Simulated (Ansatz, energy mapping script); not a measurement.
**NiO in the rock-salt structure: exchange couplings from total energies**

Aim: the exchange couplings of NiO in the rock-salt structure from the energies of a few collinear orders, and the ordering temperature that they give.

Main program and level: Ansatz 0.2.0; LDA with U = 7.2 eV on Ni d, ortho-atomic projectors; plane waves, U on orthogonalised atomic orbitals unless named otherwise, collinear spin, no spin–orbit coupling.

**Measured values to reproduce.**

“Band gap bowing in NixMg1−xO” (2016, pmc:4977526) quotes from earlier work for NiO, rock-salt (unstrained reference value): lattice constant a (cubic lattice constant, quoted from earlier experiment) 4.177 Å [literature experimental value used as input for Vegard's law in the calculations; sample …].

For NiO, rock salt (literature value for NiO), “Observation and resonant x-ray optical interpretation of multi-atom resonant photoemission effects in O 1s emission from NiO” (2006, arxiv:cond-mat/0609101) quotes earlier work: ordering temperature (Neel temperature) 524 K [Literature value cited from another work, not measured on this sample.].

### 1. Set-up

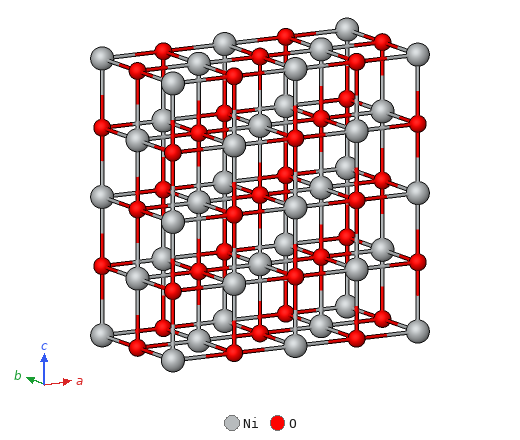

The cell as given, from a free direction (nickel light grey, oxygen red). 2×1×2 cells are drawn. This picture shows the conventional cell, with its axes. Some periodic images of atoms are drawn too.

Coordinates:

```cif
data_structure
_symmetry_space_group_name_H-M 'P 1'
_symmetry_Int_Tables_number 1
_cell_length_a 2.9717
_cell_length_b 2.9717
_cell_length_c 2.9717
_cell_angle_alpha 60.000
_cell_angle_beta 60.000
_cell_angle_gamma 60.000
_cell_volume 18.56
loop_
_atom_site_label
_atom_site_type_symbol
_atom_site_fract_x
_atom_site_fract_y
_atom_site_fract_z
_atom_site_occupancy
Ni1 Ni 0.00000 0.00000 0.00000 1
O2 O 0.50000 0.50000 0.50000 1
```

This cell was built for the study (rocksalt prototype, lattice guessed from radii), not taken from an experiment; the compound need not form in this structure.

The cell was relaxed beforehand in Ansatz under PBEsol with U = 6 eV on Ni d, ortho-atomic projectors, from parallel moments.

A Hubbard U penalises fractional filling of the shell. It raises the cost of virtual hops to the neighbours, so couplings that rest on such hops usually weaken.

### 2. A run to fix the orbital filling

A corrected shell can settle in several orbital fillings. One parallel run, with an occupation width a fifth wider than the orders use, therefore is to supply the occupation matrices. All orders start from them.

input.yaml reads:

```yaml
crystal:
  lattice:
    - [0.0, 2.10134405, 2.10134405]
    - [2.10134405, 0.0, 2.10134405]
    - [2.10134405, 2.10134405, 0.0]
  atoms:
    - { symbol: Ni, position: [0.0, 0.0, 0.0], spin: 2.0 }
    - { symbol: O, position: [0.5, 0.5, 0.5] }
magnetization:
  spin_polarized: true
kpoints:
  mp_grid: { grid: [11, 11, 11] }
hamiltonian:
  xc: lda
  hubbard:
    sites: [{ species: Ni, l: d, u_eff: 7.2 }]
    projectors: ortho-atomic
scf:
  occupations: { method: fermi_dirac, width: 0.06 }
output:
  eigenvalues: true
```

Started as:

```console
$ ansatz run input.yaml --threads 4 --pin off --max-ram 8192MiB --backend cpu --events-out ev --progress --plain --runs-dir out
```

Numbers of over 12 decimals in the logs are rounded to 6 here.

Output:

```text
Engine: ansatz 0.2.0, aarch64-unknown-linux-gnu
Pseudopotentials: kind: paw
Pseudopotential: Ni, paw, valence charge 18, recommended cutoff 420 eV (normal), Ni.paw.azcp
Pseudopotential: O, paw, valence charge 6, recommended cutoff 420 eV (normal), O.paw.azcp
Functional definition: SPW92
  exchange = slater_x
  correlation = pw_c
Crystal: 2 atoms, lattice volume = 18.558 Å³
Basis set: ecut = 420 eV, 339 PW (Γ)
Bands: 17, of which v1, the nominal top of the filled ones, is band 12 counted from 1 (11 counted from 0)
Symmetry: 48 space group operations
Space group: Fm-3m (ITA 225), of the structure as read, at distance tolerance 2.6e-5 Å
Magnetic group: BNS 225.116 (UNI 1618), of the structure as read, at distance tolerance 2.6e-5 Å
k-points: 56 of 1331
Non-local potential: Ni, projectors of the file, l = 0: 3, l = 1: 2, l = 2: 3, l = 3: 1
Non-local potential: O, projectors of the file, l = 0: 2, l = 1: 2, l = 2: 1
PAW form: soft (Blöchl's): semilocal exchange-correlation on the pseudo side does not see the compensation charge
PAW frozen core: Ni, regenerated for the run's functional, and the local potential with it (the file was generated under x = pbe(κ = 0.804, μ = 0.219515), c = pbe(β = 0.066725))
PAW frozen core: O, regenerated for the run's functional, and the local potential with it (the file was generated under x = pbe(κ = 0.804, μ = 0.219515), c = pbe(β = 0.066725))
PAW one-centre angular grid: Ni, 590 points (default); XC on 64 Gauss nodes
PAW one-centre angular grid: O, 110 points (default); XC on 64 Gauss nodes
Initial density: superposition of atomic densities (chi_scale 0.1, normalization cell, long waves kept (reshape's long-wave potential 0.00 eV rms))
Starting moments: Σ|m| = 2 μB on 1 of 2 sites
Initial wavefunctions: pseudopotential atomic-orbital guess
Functional: x = slater, c = lda
SCF iter   1: F=—  HF=-6327.021789 eV  |F-HF|=—  |Δ(HF+E_count)|=         —  Δρ=4.06e-1 (↑1.14e-1 ↓4.06e-1)  dr2=3.50e1  dr2_m=5.10e0  M=0.515 μB ∫|m|=0.517 μB  β_m=0.30  ethr=3.10e-3  ⟨swp⟩=5.7  Hψ=8334  notcnv=0
preconditioner: auto → none  [metal: Δε(μ)=0.036 eV  Ē_g=16.493 eV  σ=0.060 eV  W_gap=0.15  n_scr=8 (ndim 8)  ℏωp=34.5 eV  f_vac=0.000  D(μ)=1.86/eV (n_scr^D=26)  sad-step TF]
SCF iter   2: F=—  HF=-6323.463064 eV  |F-HF|=—  |Δ(HF+E_count)|=    3.56e0  Δρ=7.39e-2 (↑5.44e-2 ↓7.39e-2)  dr2=4.92e-1  dr2_m=2.55e-1  M=1.656 μB ∫|m|=1.658 μB  β_m=1.00  ethr=3.10e-3  ⟨swp⟩=3.2  Hψ=5294  notcnv=0  defer=16
SCF iter   3: F=—  HF=-6323.945453 eV  |F-HF|=—  |Δ(HF+E_count)|=   4.82e-1  Δρ=5.00e-2 (↑3.43e-2 ↓5.00e-2)  dr2=2.33e-1  dr2_m=8.25e-2  M=1.864 μB ∫|m|=1.870 μB  β_m=1.00  ethr=2.05e-3  ⟨swp⟩=2.5  Hψ=4261  notcnv=0  defer=21
[...]
SCF iter  12: F=—  HF=-6325.525107 eV  |F-HF|=—  |Δ(HF+E_count)|=   3.49e-4  Δρ=1.26e-3 (↑1.72e-4 ↓1.26e-3)  dr2=1.88e-4  dr2_m=8.60e-5  M=2.000 μB ∫|m|=2.007 μB  β_m=0.67  ethr=5.27e-6  ⟨swp⟩=2.0  Hψ=2322  notcnv=0  defer=58
SCF iter  13: F=—  HF=-6325.525099 eV  |F-HF|=—  |Δ(HF+E_count)|=   8.02e-6  Δρ=1.56e-4 (↑7.71e-5 ↓1.56e-4)  dr2=1.15e-6  dr2_m=2.23e-6  M=2.000 μB ∫|m|=2.007 μB  β_m=0.84  ethr=7.83e-7  ⟨swp⟩=1.7  Hψ=2356  notcnv=0  defer=58
SCF iter  14: F=-6325.525100 eV  HF=-6325.525100 eV  |F-HF|=1.30e-8  |Δ(HF+E_count)|=   8.39e-7  Δρ=1.24e-5 (↑6.80e-6 ↓1.24e-5)  dr2=2.02e-8  dr2_m=1.08e-8  M=2.000 μB ∫|m|=2.007 μB  ethr=4.17e-10  ⟨swp⟩=4.3  Hψ=7277  notcnv=0
SCF 1 converged in 14 iterations: F = -6325.525100 eV  dr2 = 2.02e-8
[...]
Symmetry: 8 space group operations
k-points: 186 of 1331
[...]
Starting moments: Σ|m| = 2 μB on 1 of 2 sites; this step starts from the density that it was given
[...]
an SCF along what the orbitals of the run's state read of its open shells (or to have them read: on a GPU, or by another smearing), with 40 of the crystal's symmetry operations given up (186 k-points in place of 56), reached no lower state that the run goes on to. This is no proof of a minimum
SCF converged after 14 iterations
Magnetization: 2.0000 μB (13.0000 up, 11.0000 down)
Absolute magnetization: 2.0056 μB (∫|ρ↑−ρ↓|, with the PAW one-centre terms)
Spin contamination: 0.0016 ħ² per cell (⟨S²⟩ above its minimum at these occupations)
Per-site moments (μB) at R_I (Å): [(1.711279, 0.866804420625), (0.214762, 0.866804420625)]
Free energy (F): -6325.525100 eV
Harris-Foulkes:  -6325.525100 eV  (|F-HF|=1.30e-8)
Internal energy: -6325.525100 eV  (E = F + TS)
E sigma→0 (E₀):  -6325.525100 eV
Fermi energy:    13.917500 eV
--- Per-component energies (eV) ---
  E_band       = -375.090620
  E_kinetic    = 448.696327
  E_local      = -4018.309194  (includes V_loc(G=0)·N_el)
  E_nonlocal   = 693.577550
  E_hartree    = 1644.283246
  E_xc         = -154.275830
  E_vxc        = -199.054579  (∫ρ·V_xc dr)
  E_hubbard    = 0.976385  (on-site DFT+U / exact-exchange correction)
  E_vhub       = -27.864492  (the Hubbard potential's part of the band-sum identity)
  E_paw        = -1710.127597  (= ΣΔE_a)
  E_vpaw       = -560.714330  (= ΣTr[D̂ρ^β])
  E_aug_tail   = 0.002935  (compensation charges beyond the density's cutoff)
  E_ewald      = -3230.879964
  E_core_change = 0.531042  (= ΣΔE_core)
  E_smearing   = -0.000000  (= −TS)
  E_closure    = -0.000000  (closes the sum)
  Σ components = -6325.525100   (vs F -6325.525100, Δ=0.00e0)
--- Band table (eV; the first three rows and the last of 112) ---
  k-point 0 ↑: bands = [... 8 lower, 6.7638, 6.7638, 11.2195, 11.2195, 11.2195, 15.0867, 31.1530, 32.0439, ... 1 higher]
  k-point 1 ↑: bands = [... 8 lower, 6.7946, 6.7946, 10.7032, 11.3798, 11.3798, 15.7166, 29.2186, 31.7093, ... 1 higher]
  k-point 2 ↑: bands = [... 8 lower, 6.9120, 6.9120, 9.8561, 11.7789, 11.7789, 16.9542, 26.9198, 30.5039, ... 1 higher]
  k-point 55 ↓: bands = [... 8 lower, 9.2412, 10.0923, 10.1280, 15.5630, 16.0638, 22.2854, 24.2342, 24.4468, ... 1 higher]
Occupation matrices written to <dir>
```

It took 2.8 s on 4 threads of Arm Neoverse V1, shared host; peak memory 0.45 GiB.

Reading the cycles: dr2 is the Hartree energy of the density residual (eV), the measure of convergence; HF is the Harris–Foulkes estimate of the energy, which meets the free energy F at convergence.

Read from the output:

- final state: ferromagnetic
- electrons in the corrected shells: 8.283 e
- largest moment: 1.711 μB

### 3. Order 1: parallel, cell A of 4 atoms

Each cell gets its own parallel run on the same mesh, so that most of the mesh error cancels in the differences.

input.yaml reads:

```yaml
crystal:
  lattice:
    - [0.0, -2.10134405, -2.10134405]
    - [-2.10134405, 0.0, -2.10134405]
    - [2.10134405, 2.10134405, -4.2026881]
  atoms:
    - { symbol: Ni, position: [0.5, 0.5, 0.5], spin: 2.0 }
    - { symbol: Ni, position: [0.0, 0.0, 0.0], spin: 2.0 }
    - { symbol: O, position: [0.75, 0.75, 0.75] }
    - { symbol: O, position: [0.25, 0.25, 0.25] }
magnetization:
  spin_polarized: true
kpoints:
  mp_grid: { grid: [11, 11, 11] }
hamiltonian:
  xc: lda
  hubbard:
    sites:
      - { species: Ni, l: d, u_eff: 7.2 }
      - { site: 0, l: d, u_eff: 7.2, starting_ns: [{ spin: up, occupation_matrix: ni1_major }, { spin: down, occupation_matrix: ni1_minor }] }
      - { site: 1, l: d, u_eff: 7.2, starting_ns: [{ spin: up, occupation_matrix: ni1_major }, { spin: down, occupation_matrix: ni1_minor }] }
    projectors: ortho-atomic
    occupation_matrices:
      ni1_major:
        matrix:
          - [0.998, 0.0, 0.0, 0.0, 0.0]
          - [0.0, 0.999, 0.0, 0.0, 0.0]
          - [0.0, 0.0, 0.999, 0.0, 0.0]
          - [0.0, 0.0, 0.0, 0.998, 0.0]
          - [0.0, 0.0, 0.0, 0.0, 0.999]
      ni1_minor:
        matrix:
          - [0.15, 0.0, 0.0, 0.0, 0.0]
          - [0.0, 0.997, 0.0, 0.0, 0.0]
          - [0.0, 0.0, 0.997, 0.0, 0.0]
          - [0.0, 0.0, 0.0, 0.15, 0.0]
          - [0.0, 0.0, 0.0, 0.0, 0.997]
scf:
  occupations: { method: fermi_dirac, width: 0.05 }
output:
  eigenvalues: true
```

Output:

```text
[...]
Crystal: 4 atoms, lattice volume = 37.115 Å³
Basis set: ecut = 420 eV, 707 PW (Γ)
Bands: 32, of which v1, the nominal top of the filled ones, is band 24 counted from 1 (23 counted from 0)
Symmetry: 24 space group operations
[...]
k-points: 146 of 1331
[...]
Starting moments: Σ|m| = 4 μB on 2 of 4 sites
[...]
SCF iter   1: F=—  HF=-12653.045045 eV  |F-HF|=—  |Δ(HF+E_count)|=         —  Δρ=2.12e-1 (↑7.17e-2 ↓2.12e-1)  dr2=2.08e1  dr2_m=1.92e0  M=3.044 μB ∫|m|=3.046 μB  β_m=0.30  ethr=3.10e-3  ⟨swp⟩=5.5  Hψ=33682  notcnv=0  defer=4
[...]
spin=Collinear: Kerker preconditioning applied to the charge; magnetization (m = ρ↑ − ρ↓) channel mixes plain (no charge-response kernel on spin).
SCF iter   2: F=—  HF=-12650.837369 eV  |F-HF|=—  |Δ(HF+E_count)|=    2.21e0  Δρ=8.12e-2 (↑3.49e-2 ↓8.12e-2)  dr2=6.04e-1  dr2_m=6.96e-1  M=4.000 μB ∫|m|=4.005 μB  β_m=1.00  ethr=3.10e-3  ⟨swp⟩=3.0  Hψ=21724  notcnv=0  defer=589
[...]
SCF iter  14: F=-12651.050193 eV  HF=-12651.050193 eV  |F-HF|=1.80e-10  |Δ(HF+E_count)|=   1.04e-8  Δρ=1.62e-6 (↑1.14e-6 ↓1.62e-6)  dr2=1.02e-10  dr2_m=6.31e-10  M=4.000 μB ∫|m|=4.013 μB  ethr=1.96e-11  ⟨swp⟩=1.1  Hψ=24182  notcnv=0
SCF 1 converged in 14 iterations: F = -12651.050193 eV  dr2 = 1.02e-10
[...]
SCF converged after 14 iterations
an eigenvalue changed by more than its tolerance at an iteration that met the thresholds in force, so the SCF went on 1 time: the last check found none over its tolerance
Magnetization: 4.0000 μB (26.0000 up, 22.0000 down)
Absolute magnetization: 4.0114 μB (∫|ρ↑−ρ↓|, with the PAW one-centre terms)
[...]
Per-site moments (μB) at R_I (Å): [(1.711281, 0.866804420625), (1.711281, 0.866804420625), (0.214748, 0.866804420625), (0.214748, 0.866804420625)]
Free energy (F): -12651.050193 eV
[...]
Internal energy: -12651.050193 eV  (E = F + TS)
E sigma→0 (E₀):  -12651.050193 eV
Fermi energy:    13.913020 eV
[...]
--- Specified on-site occupations, and those of the state reported ---
  electrons in the specified blocks: 16.5680 specified, 16.5652 found
  site 0 (l=d) ↓: largest change of an orbital's occupation 0.0003; electrons 3.2910 specified, 3.2903 found; spectral distance 0.0005
[...]
site 0 (l=d) ↑: largest change of an orbital's occupation 0.0002; electrons 4.9930 specified, 4.9922 found; spectral distance 0.0004
[...]
--- Band table (eV; the first three rows and the last of 292) ---
  k-point 0 ↑: bands = [... 20 lower, 9.2515, 11.2197, 11.2197, 11.2197, 12.9305, 12.9305, 15.0867, 19.0494, ... 4 higher]
  k-point 1 ↑: bands = [... 20 lower, 9.2456, 11.0705, 11.2613, 11.2613, 12.8998, 12.8998, 15.2634, 19.0411, ... 4 higher]
  k-point 2 ↑: bands = [... 20 lower, 9.2313, 10.7033, 11.3800, 11.3800, 12.8089, 12.8089, 15.7166, 18.9913, ... 4 higher]
  k-point 145 ↓: bands = [... 20 lower, 10.2678, 10.3097, 15.6902, 15.9730, 16.2143, 16.5337, 21.6897, 21.9609, ... 4 higher]
Occupation matrices written to <dir>
```

Wall time 13 s (4 threads); peak memory 0.54 GiB; 41 s of CPU time.

Spin moment in the sphere by atom:

| atom | spin moment in the sphere (μB) |
| --- | --- |
| Ni1 | 1.71 |
| Ni2 | 1.71 |
| O3 | 0.21 |
| O4 | 0.21 |

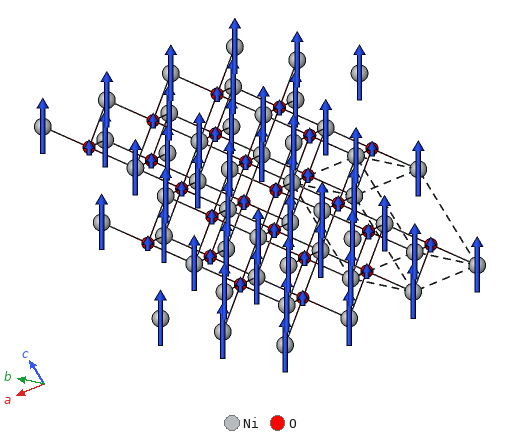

Spin moment in the sphere as arrows, the longest 1.71 μB. Up and down stand for the sign. Arrows give size and sign along the axis of quantisation, drawn up and down the page. Each arrow also spans its atom, so small moments look longer than they are. Bonds to atoms that aren't drawn are left out. 3×2×2 cells are drawn. Some periodic images of atoms are drawn too.

The run ends ferromagnetic.

### 4. Order 2: compensated +−, cell A of 4 atoms

This order reverses 6 of the 12 neighbours at 2.97 Å, 6 of the 6 neighbours at 4.20 Å and 12 of the 24 neighbours at 5.15 Å, counted for an average magnetic atom.

Edit input.yaml of step 3 so:

```diff
@@ -7,3 +7,3 @@
     - { symbol: Ni, position: [0.5, 0.5, 0.5], spin: 2.0 }
-    - { symbol: Ni, position: [0.0, 0.0, 0.0], spin: 2.0 }
+    - { symbol: Ni, position: [0.0, 0.0, 0.0], spin: -2.0 }
     - { symbol: O, position: [0.75, 0.75, 0.75] }
@@ -20,3 +20,3 @@
       - { site: 0, l: d, u_eff: 7.2, starting_ns: [{ spin: up, occupation_matrix: ni1_major }, { spin: down, occupation_matrix: ni1_minor }] }
-      - { site: 1, l: d, u_eff: 7.2, starting_ns: [{ spin: up, occupation_matrix: ni1_major }, { spin: down, occupation_matrix: ni1_minor }] }
+      - { site: 1, l: d, u_eff: 7.2, starting_ns: [{ spin: up, occupation_matrix: ni1_minor }, { spin: down, occupation_matrix: ni1_major }] }
     projectors: ortho-atomic
```

Output:

```text
[...]
Crystal: 4 atoms, lattice volume = 37.115 Å³
Basis set: ecut = 420 eV, 707 PW (Γ)
Bands: 32, of which v1, the nominal top of the filled ones, is band 24 counted from 1 (23 counted from 0)
Symmetry: 12 space group operations
[...]
k-points: 146 of 1331
[...]
Starting moments: Σ|m| = 4 μB on 2 of 4 sites
Starting magnetic order: antiferromagnet; a translation exchanges its spin sublattices: spin-degenerate at every k-point
[...]
SCF iter   1: F=—  HF=-12653.745377 eV  |F-HF|=—  |Δ(HF+E_count)|=         —  Δρ=1.55e-1 (↑1.55e-1 ↓1.55e-1)  dr2=2.03e1  dr2_m=1.71e0  M=0.000 μB ∫|m|=2.584 μB  β_m=0.30  ethr=3.10e-3  ⟨swp⟩=5.4  Hψ=16915  notcnv=0  defer=44
[...]
SCF iter  13: F=-12651.259086 eV  HF=-12651.259086 eV  |F-HF|=1.25e-8  |Δ(HF+E_count)|=   8.36e-8  Δρ=6.78e-6 (↑6.78e-6 ↓6.78e-6)  dr2=2.36e-8  dr2_m=4.61e-9  M=0.000 μB ∫|m|=3.548 μB  ethr=2.08e-10  ⟨swp⟩=8.4  Hψ=19449  notcnv=0
SCF 1 converged in 13 iterations: F = -12651.259086 eV  dr2 = 2.36e-8
[...]
SCF converged after 13 iterations
Magnetization: 0.0000 μB (24.0000 up, 24.0000 down)
Absolute magnetization: 3.5461 μB (∫|ρ↑−ρ↓|, with the PAW one-centre terms)
[...]
Per-site moments (μB) at R_I (Å): [(1.651902, 0.866804420625), (-1.651902, 0.866804420625), (-3.491440717806212e-17, 0.866804420625), (1.2638192690810754e-17, 0.866804420625)]
Free energy (F): -12651.259086 eV
[...]
Internal energy: -12651.259086 eV  (E = F + TS)
E sigma→0 (E₀):  -12651.259086 eV
Fermi energy:    13.778696 eV
[...]
--- Specified on-site occupations, and those of the state reported ---
  electrons in the specified blocks: 16.5680 specified, 16.6413 found
[...]
--- Band table (eV; the first three rows and the last of 292) ---
  k-point 0 ↑: bands = [... 20 lower, 11.3115, 11.3160, 11.3888, 11.3888, 15.2453, 16.1461, 16.1461, 19.1572, ... 4 higher]
  k-point 1 ↑: bands = [... 20 lower, 11.1358, 11.1761, 11.5809, 11.5809, 15.4200, 16.1300, 16.1300, 19.1522, ... 4 higher]
  k-point 2 ↑: bands = [... 20 lower, 10.9566, 10.9566, 11.8042, 11.8042, 15.8696, 16.0857, 16.0857, 19.1110, ... 4 higher]
  k-point 145 ↓: bands = [... 20 lower, 9.8166, 9.9997, 11.2375, 11.3364, 15.9937, 16.0609, 21.4324, 21.7702, ... 4 higher]
Occupation matrices written to <dir>
```

Run time: 7.3 s. Hardware: 4 threads; peak memory 0.51 GiB.

Spin moment in the sphere by atom:

| atom | spin moment in the sphere (μB) |
| --- | --- |
| Ni1 | 1.65 |
| Ni2 | -1.65 |
| O3 | 0.00 |
| O4 | 0.00 |

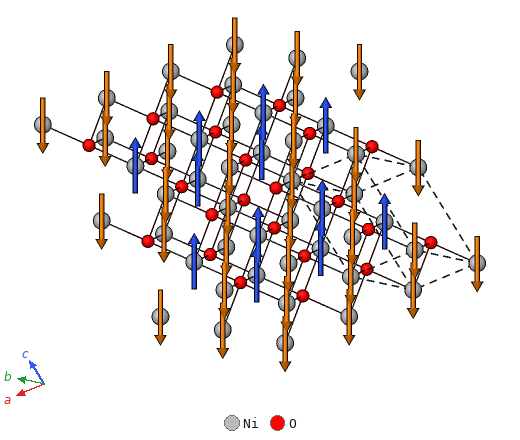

Spin moment in the sphere as arrows, the longest 1.65 μB. Up and down stand for the sign. Arrows give size and sign along the axis of quantisation, drawn up and down the page. The two directions have two colours. Bonds to atoms that aren't drawn are left out. 3×2×2 cells are drawn. Some periodic images of atoms are drawn too.

The run ends antiferromagnetic, 104.45 meV a magnetic atom below the parallel order of its cell.

### 5. Run 3 (parallel; cell B, 4 atoms)

The parallel order again, as the reference for this cell.

This run holds the same structure in another cell (c 5.147 → 4.203 Å, α 73.2 → 90.0°, β 73.2 → 90.0°, γ 60.0 → 90.0°).

input.yaml reads:

```yaml
crystal:
  lattice:
    - [0.0, -2.10134405, -2.10134405]
    - [0.0, 2.10134405, -2.10134405]
    - [4.2026881, 0.0, 0.0]
  atoms:
    - { symbol: Ni, position: [0.5, 0.5, 0.5], spin: 2.0 }
    - { symbol: Ni, position: [0.0, 0.0, 0.0], spin: 2.0 }
    - { symbol: O, position: [0.5, 0.5, 0.0] }
    - { symbol: O, position: [0.0, 0.0, 0.5] }
magnetization:
  spin_polarized: true
kpoints:
  mp_grid: { grid: [9, 9, 7] }
hamiltonian:
  xc: lda
  hubbard:
    sites:
      - { species: Ni, l: d, u_eff: 7.2 }
      - { site: 0, l: d, u_eff: 7.2, starting_ns: [{ spin: up, occupation_matrix: ni1_major }, { spin: down, occupation_matrix: ni1_minor }] }
      - { site: 1, l: d, u_eff: 7.2, starting_ns: [{ spin: up, occupation_matrix: ni1_major }, { spin: down, occupation_matrix: ni1_minor }] }
    projectors: ortho-atomic
    occupation_matrices:
      ni1_major:
        matrix:
          - [0.998, 0.0, 0.0, 0.0, 0.0]
          - [0.0, 0.999, 0.0, 0.0, 0.0]
          - [0.0, 0.0, 0.999, 0.0, 0.0]
          - [0.0, 0.0, 0.0, 0.998, 0.0]
          - [0.0, 0.0, 0.0, 0.0, 0.999]
      ni1_minor:
        matrix:
          - [0.15, 0.0, 0.0, 0.0, 0.0]
          - [0.0, 0.997, 0.0, 0.0, 0.0]
          - [0.0, 0.0, 0.997, 0.0, 0.0]
          - [0.0, 0.0, 0.0, 0.15, 0.0]
          - [0.0, 0.0, 0.0, 0.0, 0.997]
scf:
  occupations: { method: fermi_dirac, width: 0.05 }
output:
  eigenvalues: true
```

Output:

```text
[...]
Crystal: 4 atoms, lattice volume = 37.115 Å³
Basis set: ecut = 420 eV, 699 PW (Γ)
Bands: 32, of which v1, the nominal top of the filled ones, is band 24 counted from 1 (23 counted from 0)
Symmetry: 32 space group operations
[...]
k-points: 60 of 567
[...]
Starting moments: Σ|m| = 4 μB on 2 of 4 sites
[...]
k-point 1 ↑: bands = [... 20 lower, 8.4375, 9.9998, 9.9998, 11.0278, 11.2119, 11.2119, 15.6418, 19.4036, ... 4 higher]
  k-point 2 ↑: bands = [... 20 lower, 9.3294, 10.3658, 10.3658, 10.6918, 11.1621, 11.1621, 16.9040, 19.6853, ... 4 higher]
  k-point 59 ↓: bands = [... 20 lower, 10.1373, 10.3127, 15.5477, 15.5814, 16.0781, 16.0900, 22.1651, 22.2009, ... 4 higher]
Occupation matrices written to <dir>
[key lines of the parts left out:]
SCF converged after 14 iterations
Magnetization: 4.0000 μB (26.0000 up, 22.0000 down)
Free energy (F): -12651.050090 eV
Fermi energy:    13.900328 eV
```

Run time: 3.9 s. Hardware: 4 threads; peak memory 0.39 GiB; 14 s of CPU time.

The run ends ferromagnetic. For each magnetic atom its energy differs from the parallel run of the first cell by 0.05 meV, an error that one common reference would have brought in.

(Part 1 of 2 ends here.)

[Logs and program files are shortened in this print: banners, set-up blocks, solver, clock and traceback lines can be left out without a mark of their own.]

[Logs are printed without paths, hosts, clocks, repeated set-up lines and the standing remarks that a program may print on its own settings, such as how far it seeks lower states.]

[Hosts, paths, dates, database ids (printed as entryN), source tags and the programs' standing remarks are cut or masked in the printed files.]

[Where a cell is said to come from a database of computed structures, the database is the Materials Project.]
